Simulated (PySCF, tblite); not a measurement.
**B₂H₄O₂, a small molecule taken as a stand-in for a surface group (boric unit): NMR shifts, core binding energies and electronic excitations, part 1 of 2**

Wanted: the NMR shifts, core binding energies and electronic excitations for `BB(O)O`.

Programs: tblite 0.8.0 and PySCF 2.14.0. All values are calculated, for the isolated system unless a continuum is named. Atoms count from 0, parts from 1.

## 1. Starting point

8 atoms, charge 0, multiplicity 1; geometry: distance geometry start.

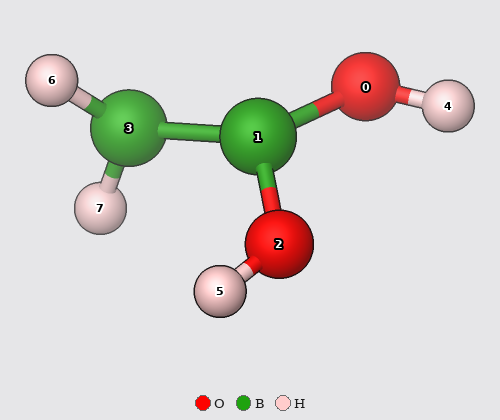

The starting geometry (oxygen red, boron green, hydrogen pink), atoms numbered.

## 2. Geometry optimisation with GFN2-xTB

What the job is given:

```
{"job": {"kind": "relax", "xc": "GFN2-xTB", "basis": "xTB"}, "charge": 0, "multiplicity": 1}
O      0.396766     1.328985    -1.509701
B      0.796431    -0.150953    -1.665100
O      0.601541    -0.747217    -2.997215
B      0.447847    -1.112739    -0.349824
H      0.277512     1.948333    -2.254796
H      0.695174    -1.675484    -3.226027
H      1.343373    -1.720251     0.092732
H     -0.537615    -1.668770    -0.358042
```

Level: GFN2-xTB geometry optimisation, gas phase.

Command:

```console
$ OMP_NUM_THREADS=1 python cluster_run.py task.json out
```

One launch serves the whole session: the jobs run in the order shown.

The log of the run:

```text
step      E/eV     max force
  0    -343.92483    4.328
  1    -344.41952    2.771
  2    -344.74035    3.478
  3    -344.87834    0.982
  4    -344.95506    0.768
  5    -345.04789    0.870
  6    -345.06836    0.604
  7    -345.09899    0.414
  8    -345.11340    0.431
  9    -345.12382    0.342
 10    -345.12987    0.271
 11    -345.13731    0.319
 12    -345.14586    0.415
 13    -345.15494    0.390
 14    -345.16178    0.220
 15    -345.16588    0.194
 16    -345.16846    0.157
 17    -345.16990    0.111
 18    -345.17083    0.101
 19    -345.17179    0.112
 20    -345.17298    0.131
 21    -345.17408    0.109
 22    -345.17490    0.094
 23    -345.17552    0.096
 24    -345.17619    0.088
 25    -345.17684    0.073
 26    -345.17728    0.065
 27    -345.17757    0.055
 28    -345.17790    0.070
 29    -345.17827    0.079
 30    -345.17854    0.054
 31    -345.17865    0.025
 32    -345.17868    0.020
 33    -345.17872    0.023
 34    -345.17879    0.026
 35    -345.17886    0.032
 36    -345.17893    0.037
 37    -345.17902    0.042
 38    -345.17915    0.046
 39    -345.17930    0.042
 40    -345.17941    0.025
 41    -345.17944    0.007
```

It took 0.92 s on 1 thread of Arm Neoverse N1, shared host.

Step by step: (not every step is listed)

```tsv
step	energy from step 0 (eV)	largest force (eV/Å)
0	0.0000	4.3279
1	-0.4947	2.7711
2	-0.8155	3.4782
3	-0.9535	0.9825
4	-1.0302	0.7683
5	-1.1231	0.8699
6	-1.1435	0.6034
7	-1.1742	0.4138
8	-1.1886	0.4317
10	-1.2050	0.2714
12	-1.2210	0.4155
14	-1.2370	0.2200
16	-1.2436	0.1574
18	-1.2460	0.1007
20	-1.2482	0.1309
22	-1.2501	0.0941
24	-1.2514	0.0880
26	-1.2525	0.0641
28	-1.2531	0.0703
30	-1.2537	0.0538
32	-1.2538	0.0205
34	-1.2540	0.0255
36	-1.2541	0.0373
37	-1.2542	0.0418
38	-1.2543	0.0458
39	-1.2545	0.0424
40	-1.2546	0.0255
41	-1.2546	0.0068
```

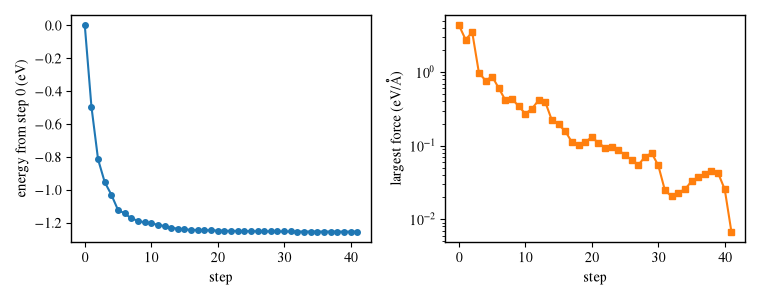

Energy and force, step by step.

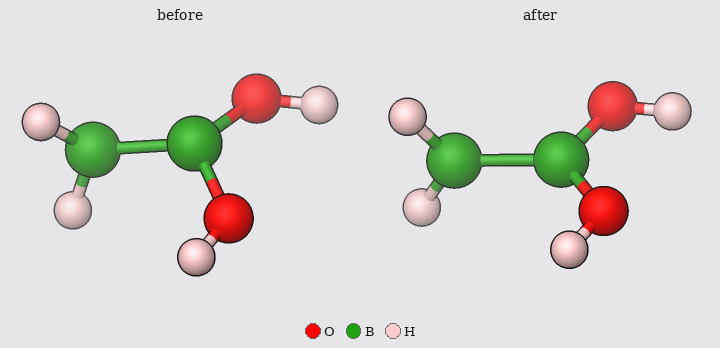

The geometry before (left) and after (right).

Distances of close pairs at the start and the end, largest changes first:

```tsv
bond	before (Å)	after (Å)	change (Å)
O0–B1	1.541	1.356	-0.185
B1–O2	1.472	1.378	-0.094
B3–H7	1.132	1.171	+0.039
O0–H4	0.976	0.960	-0.016
B1–B3	1.666	1.679	+0.012
O2–H5	0.961	0.954	-0.006
B3–H6	1.169	1.171	+0.002
```

## 3. Geometry optimisation at PBE0-D3(BJ)/def2-SVP

What the job is given:

```
{"job": {"xc": "PBE0", "basis": "def2-SVP", "d3": "d3bj", "grid": 2, "kind": "geom", "shake": 0.01}, "charge": 0, "multiplicity": 1}
O     -0.072889     1.629652     0.021660
B     -0.001816     0.314854    -0.195588
O      0.145599    -0.045908    -1.521880
B     -0.041317    -0.759459     1.084667
H     -0.037061     2.164066    -0.800897
H      0.229722    -0.971831    -1.703375
H      0.892799    -1.122937     1.658124
H     -1.068961    -1.236988     1.429389
```

The log of the run:

```text
step   0  E = -202.22646001  max force = 0.031303
step   1  E = -202.23010394  max force = 0.007761
step   2  E = -202.23020727  max force = 0.002828
step   3  E = -202.23021044  max force = 0.002595
step   4  E = -202.23022588  max force = 0.000299
step   5  E = -202.23022695  max force = 0.000153
optimisation converged
```

Wall time 25 s (1 thread of Arm Neoverse N1, shared host); peak memory 0.41 GiB.

Along the way:

```tsv
step	energy from step 0 (eV)	largest force component (eV/Å)
0	0.0000	1.6097
1	-0.0992	0.3991
2	-0.1020	0.1454
3	-0.1021	0.1334
4	-0.1025	0.0154
5	-0.1025	0.0079
```

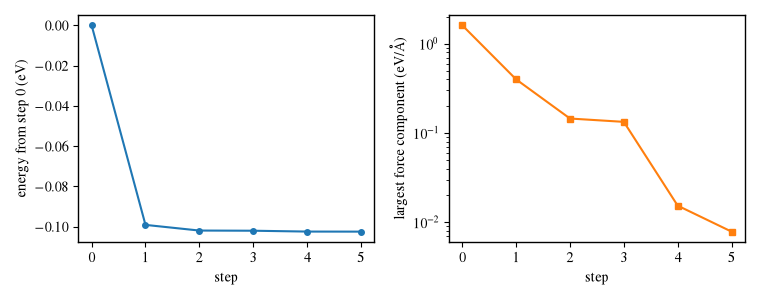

Energy and largest force along the relaxation.

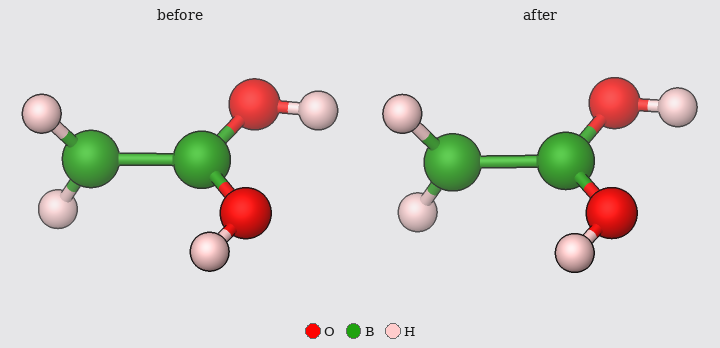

The geometry before (left) and after (right).

Close pairs (by a distance rule), those that changed most:

```tsv
bond	before (Å)	after (Å)	change (Å)
B3–H6	1.155	1.212	+0.057
B1–B3	1.672	1.706	+0.035
B3–H7	1.184	1.212	+0.027
O0–B1	1.335	1.360	+0.026
O0–H4	0.982	0.966	-0.015
O2–H5	0.947	0.960	+0.013
B1–O2	1.382	1.371	-0.012
```

The next job starts from the end point, and lists it.

```tsv
at the end point	value
point group (found at 0.08 Å tolerance)	Cs
rotational constants (GHz, main isotopes)	10.058, 7.837, 4.574
dipole moment (D)	1.66
```

## 4. Nuclear shieldings: PBE0/pcSseg-2

What the job is given:

```
{"job": {"kind": "nmr", "xc": "PBE0", "basis": "pcSseg-2"}, "charge": 0, "multiplicity": 1}
O     -0.057396     1.664335     0.105560
B      0.037793     0.343239    -0.204154
O      0.176319     0.024402    -1.529959
B     -0.027769    -0.770739     1.086822
H     -0.014536     2.214217    -0.687638
H      0.238540    -0.917545    -1.706571
H      0.965287    -1.131348     1.679870
H     -1.071183    -1.255629     1.466757
```

Method: GIAO PBE0/pcSseg-2 NMR shielding, non-relativistic, gas phase.

The log of the run:

```text
coarse grid: 6824 points
cycle   1  E = -202.3391615950  dE =  3.362e-01  |g| = 8.530e-01  |ddm| = 1.777e+00
cycle   2  E = -202.1789279701  dE =  1.602e-01  |g| = 1.274e+00  |ddm| = 1.043e+00
cycle   3  E = -202.4678285716  dE = -2.889e-01  |g| = 6.369e-02  |ddm| = 6.744e-01
cycle   4  E = -202.4686795884  dE = -8.510e-04  |g| = 2.039e-02  |ddm| = 5.620e-02
cycle   5  E = -202.4687839772  dE = -1.044e-04  |g| = 5.623e-03  |ddm| = 1.955e-02
cycle   6  E = -202.4687885890  dE = -4.612e-06  |g| = 2.769e-03  |ddm| = 3.439e-03
final grid: 66320 points
cycle   7  E = -202.4661640601  dE = -7.013e-05  |g| = 6.535e-03  |ddm| = 2.796e-02
cycle   8  E = -202.4661536542  dE =  1.041e-05  |g| = 1.015e-02  |ddm| = 7.440e-03
cycle   9  E = -202.4661717810  dE = -1.813e-05  |g| = 6.649e-04  |ddm| = 4.599e-03
cycle  10  E = -202.4661718577  dE = -7.669e-08  |g| = 3.422e-04  |ddm| = 6.215e-04
cycle  11  E = -202.4661718774  dE = -1.966e-08  |g| = 9.986e-05  |ddm| = 1.668e-04
cycle  12  E = -202.4661718794  dE = -2.023e-09  |g| = 1.281e-05  |ddm| = 6.925e-05
cycle  13  E = -202.4661718794  dE = -2.882e-11  |g| = 2.203e-06  |ddm| = 8.823e-06
converged SCF energy = -202.4661718794

GIAO shielding tensors (ppm)
atom      isotropic    diamagn.    paramagn.     s11        s22        s33       span
  0 O      202.048     386.249    -184.202     90.228    241.813    274.103    183.875
  1 B       64.362     192.514    -128.151     34.997     56.373    101.717     66.720
  2 O      195.351     387.946    -192.595     58.660    245.432    281.961    223.301
  3 B      -10.358     193.648    -204.006   -120.101    -57.946    146.973    267.075
  4 H       27.339      30.635      -3.296     23.183     23.228     35.607     12.424
  5 H       27.550      32.013      -4.463     22.957     23.508     36.184     13.228
  6 H       21.816      29.270      -7.455     10.801     26.136     28.510     17.709
  7 H       21.819      29.316      -7.496     10.799     26.141     28.518     17.719
```

Wall time 31 s (1 thread of Arm Neoverse N1, shared host); peak memory 0.75 GiB.

Shifts follow as δ = σ(reference) − σ, with reference shieldings (ppm) from runs at the same level and on the same kind of geometry: 1H TMS 31.25, 17O H2O 328.2, 11B BF3·OEt2 99.1. The references are single molecules in the gas phase, so shifts against H2O, NH3, PH3, H3PO4 or CFCl3 are not on the usual liquid scales and can be off by tens of ppm. Atoms listed in one row are averaged.

```tsv
atoms	environment	σ (ppm)	δ (ppm)
H6, H7	hydrogen on a boron bonded to B	21.82	9.43
H4	hydrogen on an oxygen bonded to B	27.34	3.91
H5	hydrogen on an oxygen bonded to B	27.55	3.70
O2	oxygen bonded to B, H	195.4	132.8
O0	oxygen bonded to B, H	202.0	126.1
B3	boron bonded to B, 2 H	-10.4	109.4
B1	boron bonded to B, 2 O	64.4	34.7
```

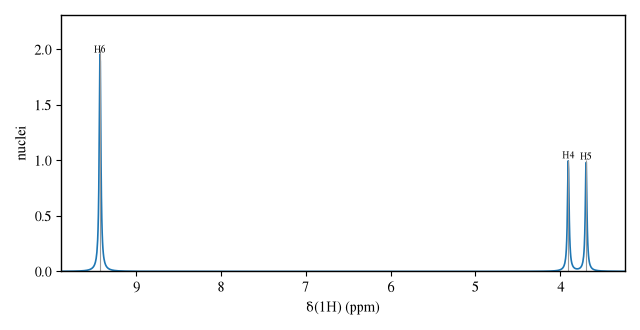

1H lines at the computed shifts, without couplings. Lines are broadened to a width of 0.02 ppm (Lorentzian).

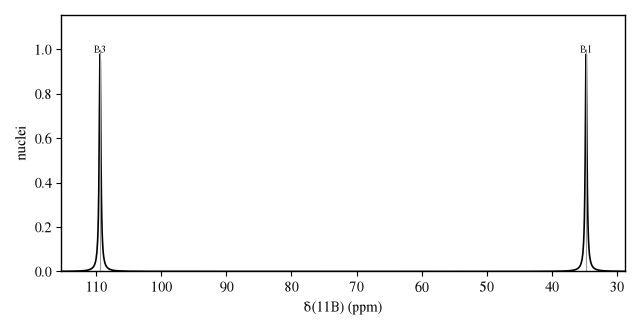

11B lines at the computed shifts, without couplings. Lines are broadened to a width of 0.30 ppm (Lorentzian).

Charges from the same density, by scheme (e):

```tsv
atoms	Mulliken	IAO	Hirshfeld	ESP fit
O0	-0.44	-0.56	-0.26	-0.61
B1	0.49	0.42	0.18	0.34
O2	-0.44	-0.57	-0.26	-0.62
B3	0.04	-0.10	0.10	0.34
```

Hirshfeld charges:

```tsv
atom	value (e)
O0	-0.26
B1	0.18
O2	-0.26
B3	0.10
H4	0.17
H5	0.18
H6	-0.06
H7	-0.06
```

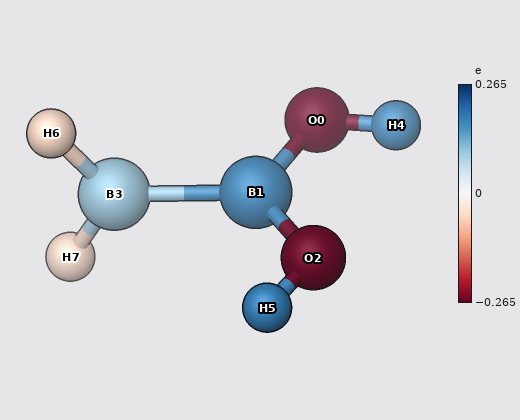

Hirshfeld charges, as colours on the atoms.

Mayer bond orders: O0–B1 1.22, B1–O2 1.15, B1–B3 0.99.

Orbitals, density, ELF and potential are computed afterwards from the orbital file.

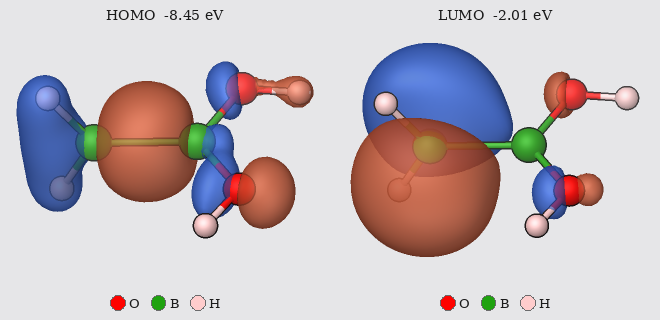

PBE0/pcSseg-2 orbitals near the gap, drawn at the value that encloses 70 % of each; the two colours are the two signs.

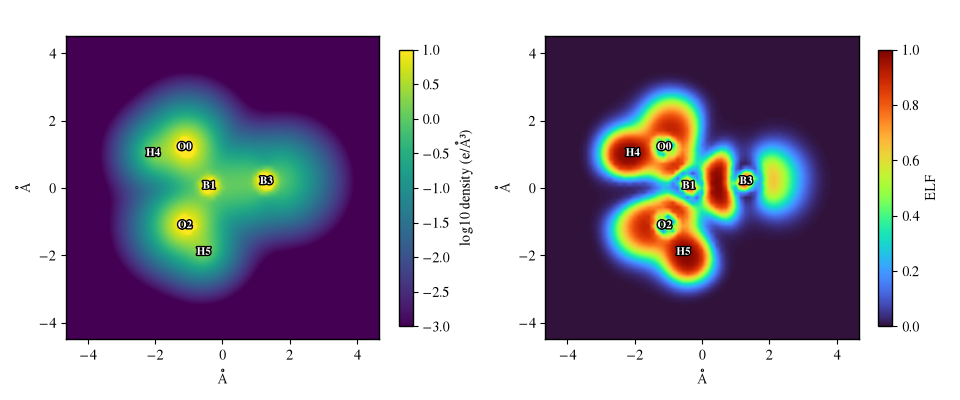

Density (left) and ELF (right) in a plane through or near 6 of the atoms.

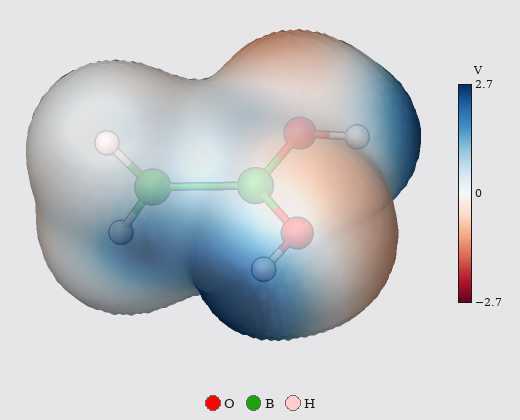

Electrostatic potential on the surface of density 0.002 e/bohr³; red is low, blue high. It runs from -1.27 V near O0 to 2.70 V near H5.

(Continued in part 2 of 2.)
